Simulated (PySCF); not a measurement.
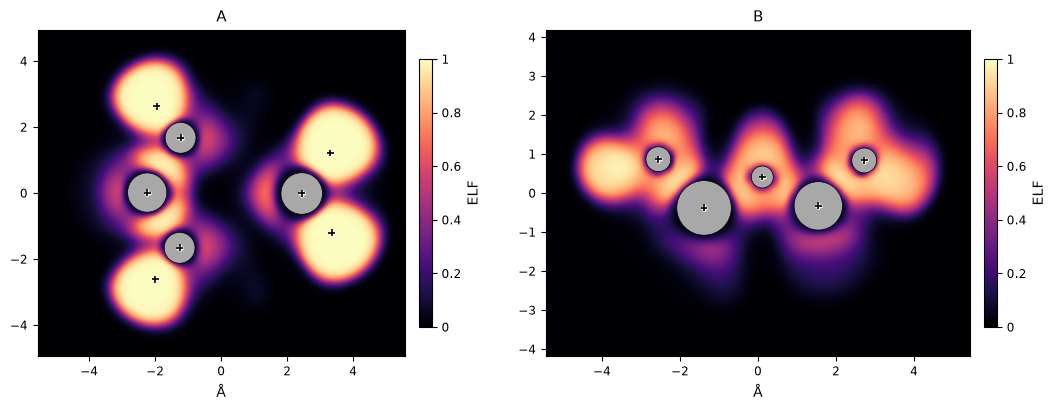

The electron localisation function of 2 systems, each on a plane through atoms (crosses mark nuclei in the plane; grey discs cover the cores).

All numbers below come from PBE0/pcSseg-1, SCF density, gas phase, non-relativistic in PySCF.

System 1: H10N5O2PSi, the plane of atoms O5, Si6 and N8. Geometry: PBE0-D3(BJ)/def2-SVP.

```xyz
19

N    -2.6190    1.6609   -0.4094
P    -1.6365    0.4173    0.0754
N    -1.8337   -0.7186   -1.1349
O    -1.8942    0.0418    1.4959
O    -0.1053    0.8519   -0.2007
Si    1.2499   -0.0682    0.2187
N     1.0186   -0.4004    1.8729
N     2.5977    0.8652   -0.2770
N     1.2408   -1.5211   -0.7295
H    -2.8109    2.3612    0.2981
H    -2.4631    2.0455   -1.3344
H    -0.9910   -1.2903   -1.2382
H    -2.6709   -1.2857   -1.0381
H     1.6820   -0.8525    2.4853
H     0.0592   -0.3680    2.2209
H     2.7149    1.8097    0.0712
H     3.4898    0.4170   -0.4435
H     1.6634   -1.5564   -1.6502
H     1.2841   -2.4155   -0.2562
```

System 2: B3H14P3Si (SMILES [SiH3][BH-]1[PH2+][BH2-][PH2+][BH2-][PH2+]1), the plane of atoms B2, P3 and B4. Geometry: PBE0-D3(BJ)/def2-SVP.

| atom | x (Å) | y (Å) | z (Å) |
| --- | --- | --- | --- |
| P | -0.3391 | 1.2842 | 1.2005 |
| B | 1.1097 | 1.7690 | 0.0013 |
| P | 2.2226 | 0.1965 | -0.2463 |
| B | 1.3577 | -1.4755 | -0.7251 |
| P | -0.0987 | -1.7606 | 0.5267 |
| B | -1.3561 | -0.3123 | 0.7922 |
| Si | -2.4094 | -0.0207 | -0.9145 |
| H | 0.1200 | 1.2451 | 2.5446 |
| H | -1.2338 | 2.3769 | 1.2927 |
| H | 1.7516 | 2.6982 | 0.4478 |
| H | 0.5874 | 1.9792 | -1.0786 |
| H | 3.0599 | 0.0071 | 0.8842 |
| H | 3.2073 | 0.4899 | -1.2188 |
| H | 0.8323 | -1.2801 | -1.8062 |
| H | 2.1427 | -2.4019 | -0.6991 |
| H | 0.4023 | -2.2150 | 1.7763 |
| H | -0.8178 | -2.9138 | 0.1313 |
| H | -2.1175 | -0.5750 | 1.7040 |
| H | -3.4139 | 1.0782 | -0.7251 |
| H | -3.1678 | -1.2647 | -1.2762 |
| H | -1.5829 | 0.3470 | -2.1089 |

Q: Match each panel to its system.

A: Panel A is system 2, B3H14P3Si: the plane holds B, P, Si and H. B–P (1.94 Å): the ELF peaks at about 0.95 between the atoms: localised, covalent bonding. Panel B is system 1, H10N5O2PSi: the plane holds N, P, O and Si. P–N (1.66 Å): the ELF peaks at about 0.90 between the atoms, as expected for a shared but strongly polarised pair.
